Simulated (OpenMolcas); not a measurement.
# P2 (diphosphorus), step by step

Wanted: a single-point energy (HF/ANO-RCC-MB), then a single-point energy (CASSCF(10,8)/ANO-RCC-VDZ), then the energy (CASPT2(10,8)/ANO-RCC-VDZ) of P2 (diphosphorus). 

Program for the calculation: OpenMolcas 26.06.

**1. The system as given**

P2: 2 atoms, total charge 0, spin state singlet. As SMILES, `P#P`. Geometry: the measured bond length.

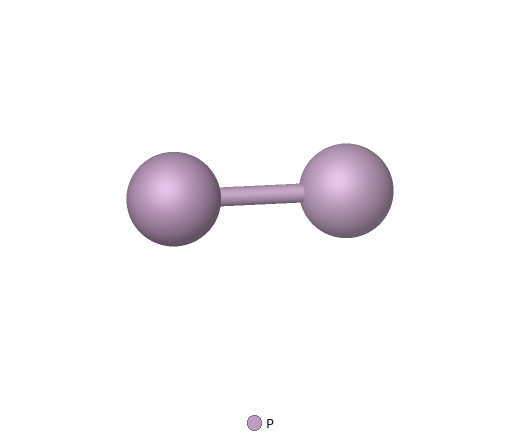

The structure, seen from a chosen angle (phosphorus pink).

**2. A single-point energy at HF/ANO-RCC-MB (DKH2) (run 1)**

step1.input reads:

```
>>> EXPORT MOLCAS_PRINT=2

&GATEWAY
  Coord
  2
  angstrom
  P        0.000000       0.000000       0.000000
  P        0.000000       0.000000       1.893400
  Basis=ANO-RCC-MB
  Group=NoSym

&SEWARD

&SCF
  PrOrbitals=0
```

On the command line:

```console
$ export MOLCAS_MEM=1860
$ pymolcas step1.input > step1.log
```

Standard output, cut to the lines that bear on the results:

```text
--- Start Module: gateway ---
[...]
--- Stop Module: gateway /rc=_RC_ALL_IS_WELL_ ---
--- Start Module: seward ---
[...]
      Basis functions           18
--- Stop Module: seward /rc=_RC_ALL_IS_WELL_ ---
--- Start Module: scf ---
[...]
       Convergence after   7 Iterations
[...]
::    Total SCF energy                               -682.9954077688
[...]
      Total spin, S                                     0.0000000000
[...]
      Total electronic charge=   30.000000
      Total            charge=   -0.000000
[...]
      Dipole Moment (debye):
      Origin of the operator (angstrom)=    0.0000    0.0000    0.9467
                   X=  8.5897E-13               Y= -2.0498E-13               Z= -5.0754E-13           Total=  1.0185E-12
      Quadrupole Moment (debye*angstrom):
[...]
--- Stop Module: scf /rc=_RC_ALL_IS_WELL_ ---
[...]
```

Wall time 1.9 s (1 thread of Arm Neoverse V1, shared host); peak memory 0.38 GiB.

**3. A single-point energy at CASSCF(10,8)/ANO-RCC-VDZ (DKH2, RICD fitting) (run 2)**

step2.inp reads:

```
>>> EXPORT MOLCAS_PRINT=2

&gateway
  coord
  2
  angstrom
  P        0.000000       0.000000       0.000000
  P        0.000000       0.000000       1.893400
  basis=ANO-RCC-MB
  group=NoSym

&seward

&rasscf
  fileorb=$CurrDir/step1.ScfOrb
  spin=1
  nactel=10 0 0
  inactive=10
  ras2=8
  orblisting=Nothing
>>> COPY $Project.RunFile RUNFIL1
>>> COPY $Project.RasOrb INPORB

&gateway
  coord
  2
  angstrom
  P        0.000000       0.000000       0.000000
  P        0.000000       0.000000       1.893400
  basis=ANO-RCC-VDZ
  group=NoSym
  ricd

&seward
>>> COPY $Project.RunFile RUNFIL2

&expbas

&rasscf
  fileorb=$Project.ExpOrb
  spin=1
  nactel=10 0 0
  inactive=10
  ras2=8
  orblisting=Nothing
  orbappear=Compact
```

On the command line:

```console
$ export MOLCAS_MEM=1860
$ pymolcas step2.inp > step2.log
```

Standard output, cut to the lines that bear on the results:

```text
--- Start Module: gateway ---
[...]
--- Stop Module: gateway /rc=_RC_ALL_IS_WELL_ ---
[...]
      Basis functions           18
[...]
      Number of active orbitals                  8
[...]
      Spin quantum number                      0.0
[...]
      Active orbitals                            8
[...]
      Number of CSFs                          1176
[...]
      Number of root(s) required                 1
[...]
      Convergence after  5 iterations
[...]
      printout of CI-coefficients larger than  0.05 for root  1
      energy=    -683.099185
      conf/sym  11111111     Coeff  Weight
             1  22222000  -0.93941 0.88249
             3  22220200   0.15822 0.02503
            14  222udud0  -0.14399 0.02073
            15  222uudd0  -0.07493 0.00561
            40  22u2du0d   0.06492 0.00421
            41  22u2ud0d   0.06752 0.00456
[...]
      Natural orbitals and occupation numbers for root  1
      sym 1:   1.994624   1.983942   1.967620   1.901462   1.901462   0.108431   0.108431   0.034028
      ************************************************************************************************************************
      *                                                    Final results                                                     *
[...]
::    RASSCF root number  1 Total energy:   -683.09918491
[...]
      Basis functions           26
[...]
--- Start Module: expbas ---
[...]
--- Stop Module: expbas /rc=_RC_ALL_IS_WELL_ ---
--- Start Module: rasscf ---
[...]
      Convergence after  9 iterations
[...]
      Natural orbitals and occupation numbers for root  1
      sym 1:   1.994550   1.983870   1.967670   1.902753   1.902753   0.106765   0.106765   0.034876
      ************************************************************************************************************************
      *                                                    Final results                                                     *
[...]
::    RASSCF root number  1 Total energy:   -683.14787736
[...]
      Total electronic charge=   30.000000
      Total            charge=   -0.000000
[...]
      Dipole Moment (debye):
      Origin of the operator (angstrom)=    0.0000    0.0000    0.9467
                   X=  1.6657E-12               Y=  1.3134E-12               Z=  1.6830E-07           Total=  1.6830E-07
      Quadrupole Moment (debye*angstrom):
[...]
--- Stop Module: rasscf /rc=_RC_ALL_IS_WELL_ ---
[...]
```

It took 4.8 s on 1 thread of Arm Neoverse V1, shared host; peak memory 0.38 GiB.

**4. A single-point energy at CASPT2(10,8)/ANO-RCC-VDZ (DKH2, RICD fitting, ipea shift 0.25 Eh, pt2 variant SS) (run 3)**

step3.inp reads:

```
* P2 CASPT2

&gateway
  coord
  2
  angstrom
  P        0.000000       0.000000       0.000000
  P        0.000000       0.000000       1.893400
  basis = ANO-RCC-VDZ
  group = NoSym
  ricd

&seward

&rasscf
  fileorb = $CurrDir/step2.RasOrb
  spin = 1
  nactel = 10 0 0
  inactive = 10
  ras2 = 8
  orblisting = Nothing
  orbappear = Compact

&caspt2
  imaginary = 0.2
```

On the command line:

```console
$ export MOLCAS_MEM=1860
$ pymolcas step3.inp > step3.log
```

Standard output, cut to the lines that bear on the results:

```text
--- Start Module: gateway ---
[...]
--- Stop Module: gateway /rc=_RC_ALL_IS_WELL_ ---
[...]
      Basis functions           26
[...]
--- Start Module: rasscf ---
[...]
      Number of active orbitals                  8
[...]
      Spin quantum number                      0.0
[...]
      Active orbitals                            8
[...]
      Number of CSFs                          1176
[...]
      Number of root(s) required                 1
[...]
      Convergence after  5 iterations
[...]
      printout of CI-coefficients larger than  0.05 for root  1
      energy=    -683.147877
      conf/sym  11111111     Coeff  Weight
             1  22222000  -0.93994 0.88348
             3  22220200   0.11028 0.01216
             5  22220ud0   0.09512 0.00905
             6  22220020   0.06183 0.00382
            12  222ud200   0.09512 0.00905
            15  222uudd0  -0.07342 0.00539
[...]
      Natural orbitals and occupation numbers for root  1
      sym 1:   1.994550   1.983870   1.967670   1.902738   1.902738   0.106779   0.106779   0.034875
      ************************************************************************************************************************
      *                                                    Final results                                                     *
[...]
::    RASSCF root number  1 Total energy:   -683.14787736
[...]
      Total electronic charge=   30.000000
      Total            charge=   -0.000000
[...]
      Dipole Moment (debye):
      Origin of the operator (angstrom)=    0.0000    0.0000    0.9467
                   X=  1.6728E-12               Y=  1.3145E-12               Z=  1.4993E-08           Total=  1.4993E-08
      Quadrupole Moment (debye*angstrom):
[...]
--- Stop Module: rasscf /rc=_RC_ALL_IS_WELL_ ---
--- Start Module: caspt2 ---
[...]
      E2 (Variational):          -0.0284590318
      Total energy:            -683.1763363946
[...]
      Reference weight:           0.98355
[...]
::    CASPT2 Root  1     Total energy:   -683.17633639
[...]
--- Stop Module: caspt2 /rc=_RC_ALL_IS_WELL_ ---
[...]
```

Wall time 2.9 s (1 thread of Arm Neoverse V1, shared host); peak memory 0.082 GiB.

**5. Summary of results**

```
                                                       quantity          value
                             run 1, HF/ANO-RCC-MB: total energy  -682.99541 Eh
                            run 1, HF/ANO-RCC-MB: dipole moment         0.00 D
                              run 1, HF/ANO-RCC-MB: HOMO energy      -11.02 eV
                              run 1, HF/ANO-RCC-MB: LUMO energy        0.29 eV
                            run 1, HF/ANO-RCC-MB: HOMO–LUMO gap       11.31 eV
                  run 2, CASSCF(10,8)/ANO-RCC-VDZ: total energy  -683.14788 Eh
run 2, CASSCF(10,8)/ANO-RCC-VDZ: dipole moment (CASSCF density)         0.00 D
                  run 3, CASPT2(10,8)/ANO-RCC-VDZ: total energy  -683.17634 Eh
run 3, CASPT2(10,8)/ANO-RCC-VDZ: dipole moment (CASSCF density)         0.00 D
```
